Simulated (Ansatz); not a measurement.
**Si₂− (sextet): correlated methods under varied settings**

What do other methods and options give for Si₂− (sextet) at this geometry, and how long do they take?

Method: the settings change from run to run; program: Ansatz 0.2.0, Gaussian basis.

12 further runs of the same task are left out: 6 that didn't finish, 6 set aside as unsound or not needed.

## (1) The system

The geometry is a PBE0/def2-TZVPD stationary point (not a proven minimum) of the parent state, kept for this charge and spin.

2 atoms, charge -1, spin multiplicity 6.

Atoms are counted from 1 here; the program's logs count them from 0.

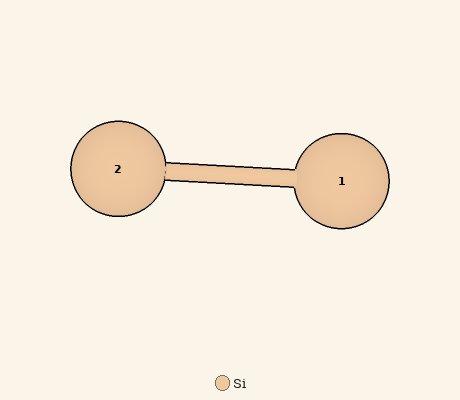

The geometry (silicon light orange); atoms are numbered from 1 in the order of the file.

## (2) CCSD(T)/aug-cc-pVDZ

Input file in.yaml:

```yaml
crystal:
  periodic: [false, false, false]
  atoms:
    - {symbol: Si, position_ang: [0.000000, 0.000000, 0.000000]}
    - {symbol: Si, position_ang: [0.000000, 0.000000, 2.397800]}
basis:
  gaussian: {orbitals: aug-cc-pVDZ}
total_charge: -1
magnetization: {spin_polarized: false, initial_magnetization: 5}
hamiltonian: {xc: {name: B3LYP}}
correlation: {method: ccsd_t, electrons: outside_noble_gas}
scf: {lower_state_search: off}
```

Command:

```sh
$ ansatz run in.yaml --threads 1 --pin off --events-out ev --progress --plain --max-ram 2393MiB
```

Log, shortened:

```text
Functional definition: B3LYP
  name "B3LYP"
  cite "Stephens, Devlin, Chabalowski & Frisch, J. Phys. Chem. 98, 11623 (1994) doi:10.1021/j100096a001"
  cite "Becke, Phys. Rev. A 38, 3098 (1988) doi:10.1103/PhysRevA.38.3098"
  cite "Lee, Yang & Parr, Phys. Rev. B 37, 785 (1988) doi:10.1103/PhysRevB.37.785"
  cite "Vosko, Wilk & Nusair, Can. J. Phys. 58, 1200 (1980) doi:10.1139/p80-159"
[...]
560 factors; integrals over basis functions are off by at most 7.4e-4 eV
[...]
mean field -15751.97502898 eV, -578.8744052428 hartree, gradient 2.3e-7 eV, S^2 8.750000; 0 other end points of the search recorded, 0 dependent functions left out
10 core orbitals not correlated: weight in the atoms' cores, before any rotation towards them, 1.000 or more for the frozen orbitals, at most 0.000 for the correlated occupied ones
reference -15721.45333616 eV, -577.7527537199 hartree; 7, 2 occupied and 37, 42 virtual orbitals, 560 factors
second order -3.61477914 eV of doubles, -0.11653243 eV of singles
cycle   1  -4.27580809 eV  change   -5.5e-1 eV  update   6.8e-2
[...]
cycle  10  -4.46096010 eV  change   -8.8e-7 eV  update   4.8e-6
perturbative correction -0.18561199 eV, -0.0068211147 hartree
Total energy: -15726.09990824 eV, -577.9235120946 hartree
Checks for a lower state left out: stability, starts, cluster_reference, orbital_swaps, neighbouring_geometries, increment
```

It took 1.6 s on 1 thread of Arm Neoverse V2, shared host.

From the report: correlation -4.6466 eV; T1 0.019; largest double amplitude 0.04. The orbitals are Kohn-Sham ones, so correlation energy and T1 don't compare with those on Hartree-Fock orbitals.

## (3) CCSD on UHF/STO-3G

Input file in.yaml:

```yaml
crystal:
  periodic: [false, false, false]
  atoms:
    - {symbol: Si, position_ang: [0.000000, 0.000000, 0.000000]}
    - {symbol: Si, position_ang: [0.000000, 0.000000, 2.397800]}
basis:
  gaussian: {orbitals: STO-3G}
total_charge: -1
magnetization: {spin_polarized: true, initial_magnetization: 5}
correlation: {method: ccsd, electrons: valence}
scf: {lower_state_search: off}
output: {forces: true}
```

Launched as before.

Log, shortened:

```text
Functional definition: HF
  name "HF"
  cite "Fock, Z. Phys. 61, 126 (1930) doi:10.1007/BF01340294"
  parent pbe
[...]
188 factors; integrals over basis functions are off by at most 6.7e-6 eV
[...]
mean field -15531.80273767 eV, -570.7832227754 hartree, gradient 3.6e-7 eV, S^2 8.751677; 0 other end points of the search recorded, 0 dependent functions left out
10 core orbitals not correlated: weight in the atoms' cores, before any rotation towards them, 1.000 or more for the frozen orbitals, at most 0.000 for the correlated occupied ones
reference -15531.80273767 eV, -570.7832227754 hartree; 7, 2 occupied and 1, 6 virtual orbitals, 188 factors
second order -0.30193915 eV of doubles, -0.00000000 eV of singles
cycle   1  -0.42091869 eV  change   -1.2e-1 eV  update   4.1e-2
[...]
cycle  10  -0.52670787 eV  change    1.4e-6 eV  update   4.5e-7
[...]
Total energy: -15532.32944555 eV, -570.8025789328 hartree
Atom 0 at     0.000000     0.000000     0.000000 Å, force    -0.000000     0.000000    -1.088709 eV/Å
Atom 1 at     0.000000     0.000000     2.397800 Å, force     0.000000    -0.000000     1.088709 eV/Å
Dipole moment:    -0.000000     0.000000    -0.000000 e Å
Checks for a lower state left out: starts, cluster_reference, orbital_swaps, neighbouring_geometries, increment
```

Wall time 0.18 s (1 thread of Arm Neoverse V2, shared host).

From the report: ⟨S²⟩ of the determinant 8.752 (pure sextet: 8.75); correlation -0.5267 eV; T1 0.010; largest double amplitude 0.12.

## (4) BCCD/aug-cc-pVDZ

Input file in.yaml:

```yaml
crystal:
  periodic: [false, false, false]
  atoms:
    - {symbol: Si, position_ang: [0.000000, 0.000000, 0.000000]}
    - {symbol: Si, position_ang: [0.000000, 0.000000, 2.397800]}
basis:
  gaussian: {orbitals: aug-cc-pVDZ}
total_charge: -1
magnetization: {spin_polarized: true, initial_magnetization: 5}
hamiltonian: {xc: {name: B3LYP}}
correlation: {method: bccd, electrons: valence}
output: {forces: true}
```

The command is unchanged.

Log, shortened:

```text
Functional definition: B3LYP
  name "B3LYP"
  cite "Stephens, Devlin, Chabalowski & Frisch, J. Phys. Chem. 98, 11623 (1994) doi:10.1021/j100096a001"
  cite "Becke, Phys. Rev. A 38, 3098 (1988) doi:10.1103/PhysRevA.38.3098"
  cite "Lee, Yang & Parr, Phys. Rev. B 37, 785 (1988) doi:10.1103/PhysRevB.37.785"
  cite "Vosko, Wilk & Nusair, Can. J. Phys. 58, 1200 (1980) doi:10.1139/p80-159"
[...]
560 factors; integrals over basis functions are off by at most 7.4e-4 eV
[...]
mean field -15751.98426416 eV, -578.8747446295 hartree, gradient 1.6e-6 eV, S^2 8.751265; 0 other end points of the search recorded, 0 dependent functions left out
10 core orbitals not correlated: weight in the atoms' cores, before any rotation towards them, 1.000 or more for the frozen orbitals, at most 0.000 for the correlated occupied ones
reference -15721.47745894 eV, -577.7536402158 hartree; 7, 2 occupied and 37, 42 virtual orbitals, 560 factors
second order -3.61062470 eV of doubles, -0.09974797 eV of singles
cycle   1  -4.25533746 eV  change   -5.5e-1 eV  update   6.8e-2
[...]
cycle  12  -4.43909336 eV  change    4.9e-8 eV  update   5.5e-7
[...]
Total energy: -15725.91655230 eV, -577.9167738880 hartree
Atom 0 at     0.000000     0.000000     0.000000 Å, force    -0.000000    -0.000000    -2.025995 eV/Å
Atom 1 at     0.000000     0.000000     2.397800 Å, force     0.000000     0.000000     2.025995 eV/Å
Dipole moment:     0.000000     0.000000     0.000000 e Å
```

Run time: 6.5 s. Hardware: 1 thread of Arm Neoverse V2, shared host.

From the report: ⟨S²⟩ of the determinant 8.751 (pure sextet: 8.75); correlation -4.4391 eV; largest double amplitude 0.05.

## (5) CISD/x2c-TZVPPall

Input file in.yaml:

```yaml
crystal:
  periodic: [false, false, false]
  atoms:
    - {symbol: Si, position_ang: [0.000000, 0.000000, 0.000000]}
    - {symbol: Si, position_ang: [0.000000, 0.000000, 2.397800]}
basis:
  gaussian: {orbitals: x2c-TZVPPall}
total_charge: -1
magnetization: {spin_polarized: false, initial_magnetization: 5}
correlation: {active_space: {ras: {orbitals: [2, 5, 67], electrons: 9, max_holes: 2, max_particles: 2}, fixed_orbitals: true}}
```

Launched as before.

Log:

```text
Functional definition: HF
  name "HF"
  cite "Fock, Z. Phys. 61, 126 (1930) doi:10.1007/BF01340294"
  parent pbe
  exchange = exact_x
  correlation = 0
501 factors; integrals over basis functions are off by at most 9.0e-4 eV
mean field evaluation 1: about -15752.9716 eV, gradient 1.1e1 eV
mean field evaluation 2: about -15753.1371 eV, gradient 1.1e1 eV
mean field evaluation 4: about -15754.3448 eV, gradient 1.3e0 eV
mean field evaluation 8: about -15754.3947 eV, gradient 3.0e-1 eV
mean field evaluation 16: about -15754.3956 eV, gradient 3.0e-6 eV
mean field -15754.39559461 eV, -578.9633593890 hartree, gradient 3.0e-6 eV, S^2 8.750000; 2 other end points of the search recorded, 0 dependent functions left out
reference -15754.39559461 eV, -578.9633593890 hartree; 17, 12 occupied and 67, 72 virtual orbitals, 501 factors
state -15759.16692526 eV, -579.1387025563 hartree
Total energy: -15759.16692526 eV, -579.1387025563 hartree
Relativity: scalar
```

It took 22 s on 1 thread of Arm Neoverse V2, shared host.

From the report: 112,946 determinants.

## (6) CCSDT(Q) on UHF/STO-3G

Input file in.yaml:

```yaml
crystal:
  periodic: [false, false, false]
  atoms:
    - {symbol: Si, position_ang: [0.000000, 0.000000, 0.000000]}
    - {symbol: Si, position_ang: [0.000000, 0.000000, 2.397800]}
basis:
  gaussian: {orbitals: STO-3G}
total_charge: -1
magnetization: {spin_polarized: true, initial_magnetization: 5}
correlation: {method: ccsdt_q, electrons: all}
output: {forces: true}
```

The command is unchanged.

Log, shortened:

```text
Functional definition: HF
  name "HF"
  cite "Fock, Z. Phys. 61, 126 (1930) doi:10.1007/BF01340294"
  parent pbe
[...]
287 factors; integrals over basis functions are off by at most 2.7e-8 eV
[...]
mean field -15531.80276840 eV, -570.7832239046 hartree, gradient 6.6e-7 eV, S^2 8.751677; 0 other end points of the search recorded, 0 dependent functions left out
reference -15531.80276840 eV, -570.7832239046 hartree; 17, 12 occupied and 1, 6 virtual orbitals, 287 factors
second order -0.37821768 eV of doubles, -0.00000000 eV of singles
cycle   1  -0.49527090 eV  change   -1.2e-1 eV  update   4.1e-2
[...]
cycle  11  -0.60213941 eV  change   -2.5e-8 eV  update   5.2e-7
perturbative correction -0.00001040 eV, -0.0000003821 hartree
[...]
Total energy: -15532.40491820 eV, -570.8053525018 hartree
Atom 0 at     0.000000     0.000000     0.000000 Å, force     0.000000     0.000000    -1.070303 eV/Å
Atom 1 at     0.000000     0.000000     2.397800 Å, force    -0.000000     0.000000     1.070303 eV/Å
Dipole moment:     0.000000    -0.000000     0.000000 e Å
```

Wall time 27 s (1 thread of Arm Neoverse V2, shared host); peak memory 0.76 GiB.

From the report: ⟨S²⟩ of the determinant 8.752 (pure sextet: 8.75); correlation -0.6021 eV; T1 0.005; largest double amplitude 0.12.

## (7) All runs side by side

Where basis and cores are those of an earlier UCCSDT(Q)/aug-cc-pVDZ run (-15726.2427 eV), and the state is the same kind, the miss against it is given.

| level | correlated | functions | energy (eV) | from UCCSDT(Q) (meV) | time |
| --- | --- | --- | --- | --- | --- |
| CCSD(T)/aug-cc-pVDZ (on B3LYP orbitals) | outside noble gas | 54 | -15726.0999 | 142.8 | 1.6 s |
| CCSD on UHF/STO-3G | valence | 18 | -15532.3294 |  | 0.18 s |
| BCCD/aug-cc-pVDZ (on B3LYP orbitals) | valence | 54 | -15725.9166 | 326.1 | 6.5 s |
| CISD/x2c-TZVPPall | outside noble gas | 84 | -15759.1669 |  | 22 s |
| CCSDT(Q) on UHF/STO-3G | all | 18 | -15532.4049 |  | 27 s |

## (8) Results

```
quantity                         value
    runs                             5
quickest    CCSD on UHF/STO-3G, 0.18 s
 slowest  CCSDT(Q) on UHF/STO-3G, 27 s
```

In words: Total energies in different bases, with other cores or another treatment of relativity can't be set against each other. CCSDT(Q) on UHF/STO-3G took 147 times as long as CCSD on UHF/STO-3G; the jobs differ in more than the method. Among the correlated runs with a miss given, it spans +143 to +326 meV. Cores frozen from Kohn-Sham orbitals shift the total energy.
